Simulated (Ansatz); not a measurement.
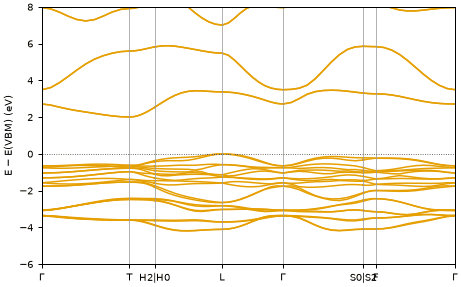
Band structure from plane-wave PAW r²SCAN+D4 with spin–orbit coupling (Ansatz code)

The gap is 2.00 eV; an edge lies off the plotted path or next to a special point (maximum off the standard path, minimum at T).

The material is AgNO$_{3}$ in space group R3m (No. 160; Ag on 3a, N on 3a, O on 9b).

The workflow started from a Materials Project entry (that database holds measured and hypothetical structures alike); the Crystallography Open Database files this formula in space group No. 160, but the cells were not matched. Its standing as an ambient phase is unchecked. The r²SCAN+D4 relaxation kept the symmetry of its start; whether a distortion lowers the energy is not shown. No spin polarisation was allowed.

Potentials: the later of the program's two PAW sets.
